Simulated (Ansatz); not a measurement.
**ClFH₅NSi₂: density, localisation and related maps**

```xyz
10

Cl    0.5681   -0.9017   -3.5261
F     0.6948    1.9897   -4.0085
N     0.3861    1.2643   -1.3602
Si    1.1506    0.9503   -2.8543
Si    0.9934    2.1948   -0.0070
H     2.6177    1.0455   -2.7274
H    -0.5624    0.9045   -1.2732
H     2.4068    2.5413   -0.3320
H     0.2090    3.4482    0.2059
H     0.9405    1.3942    1.2525
```

Geometry: PBE0-D3(BJ)/def2-SVP.

The calculation used isolated molecule in a Gaussian basis; Kohn-Sham density functional theory, functional PBE0 (Ansatz).

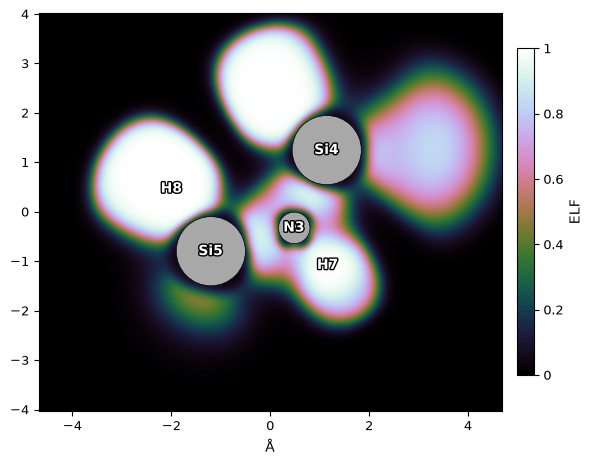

Figure 1. Electron localisation function on the plane of atoms Si5, N3 and H7. Grey discs cover the atomic cores.

### What does the map show?

Atoms in the plane: N, Si and H.
Si–N (1.71 Å): the ELF peaks at about 0.90 between the atoms (a polar covalent bond).
N–H (1.02 Å): the ELF climbs to about 1 towards the hydrogen, as it does in any bond to H (an ordinary covalent bond to hydrogen).
Si–N (1.75 Å): the ELF peaks at about 0.90 between the atoms, as expected for a polar covalent bond.
Si–H (1.49 Å): the ELF climbs to about 1 towards the hydrogen.
The ELF also peaks beside Cl1, away from the bonds: lone-pair regions.

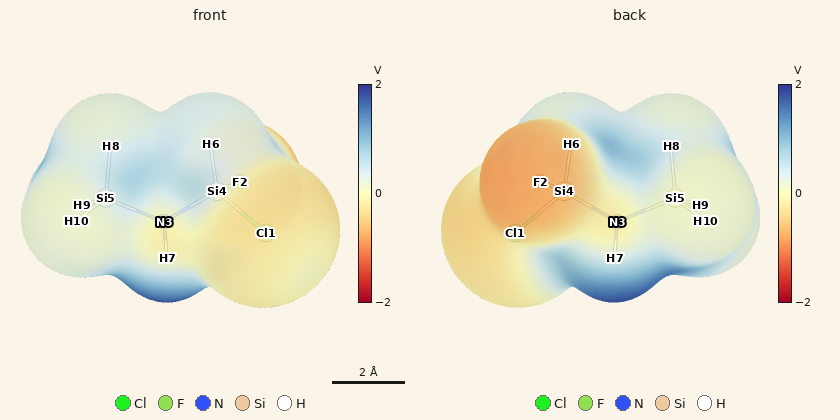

Figure 2. The electrostatic potential painted on the density surface at 0.001 e/bohr³, seen from the front and from behind; the colour scale runs from red (negative) to blue (positive).

### Describe the electrostatic potential map.

The most negative region (about −0.9 V) lies over F2, the most positive (about +1.8 V) over H7.

### How polar is the molecule by this calculation?

Its dipole moment is 1.96 D.

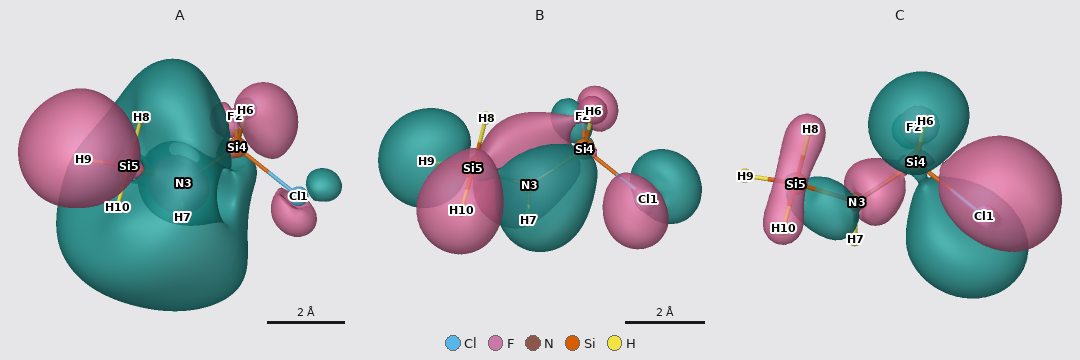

Figure 3. Three frontier orbitals at ±0.05 Å⁻³ᐟ² (teal and pink are the two phases), in no order.

### Which picture is the HOMO−1, the HOMO and the LUMO?

C is the HOMO−1 (−9.50 eV). Its weight (Hirshfeld) is mainly on Cl1 (about 75 %), Si4 (about 10 %) and H6 (about 10 %); largely a lone pair of Cl1. B is the HOMO (−8.29 eV). By Hirshfeld shares it lies mainly on N3 (about 50 %), Si5 (about 15 %), H9 (about 10 %), Cl1 (about 5 %) and H10 (about 5 %). A is the LUMO (−0.31 eV). By Hirshfeld shares it lies mainly on Si5 (about 40 %), H7 (about 15 %), Si4 (about 10 %) and N3 (about 10 %).

### What is the HOMO–LUMO gap?

7.98 eV between the orbital energies.
